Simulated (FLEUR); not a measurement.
Band structure of La₃Al (Pm-3m, 4 atoms in the cell).

```yaml
crystal:
  lattice:
    - [4.97745, 0.00000, 0.00000]
    - [0.00000, 4.97745, 0.00000]
    - [0.00000, 0.00000, 4.97745]
  atoms:
    - { symbol: La, position: [0.00000, 0.50000, 0.50000] }
    - { symbol: La, position: [0.50000, 0.00000, 0.50000] }
    - { symbol: La, position: [0.50000, 0.50000, 0.00000] }
    - { symbol: Al, position: [0.00000, 0.00000, 0.00000] }
```

Computed with PBEsol, all-electron FLAPW (FLEUR), scalar-relativistic valence in FLEUR.

Settings: Kmax = 3.8 1/bohr; GmaxXC = 13.3 1/bohr; xcFunctional = PBEs; jspins = 1; l_soc = F; mode = hist; fermiSmearingEnergy = 0.00734986 Htr; mesh (inpgen div1-3) = 9 9 9; inpgen gamma flag = false; Gmax = 13.3 1/bohr; numbands = 0; maxIterBroyd = 15; imix = Anderson; alpha = 0.05.

The starting cell comes from a database of computed structures (which also holds hypothetical and non-ambient phases and stackings), without a prior relaxation at this level. Values depend on the basis (sphere radii, cutoffs, local orbitals), which need not be converged.

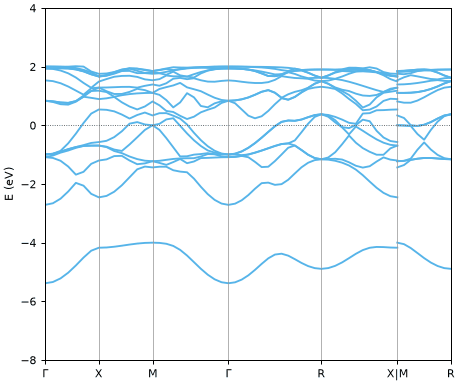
Fig. 1. Bands along the path, energies from the Fermi level.

Levels in eV from the Fermi level, bands 15 to 22:
| point | 15 | 16 | 17 | 18 | 19 | 20 | 21 | 22 |
|---|---|---|---|---|---|---|---|---|
| Γ | -1.09 | -1.09 | -1.00 | -1.00 | -1.00 | 0.84 | 0.84 | 0.84 |
| X | -1.20 | -0.69 | -0.69 | -0.57 | 0.54 | 0.89 | 1.18 | 1.29 |
| M | -1.22 | -1.22 | 0.00 | 0.00 | 0.34 | 0.81 | 1.10 | 1.10 |
| R | -1.16 | -1.16 | 0.38 | 0.38 | 0.38 | 1.31 | 1.50 | 1.50 |
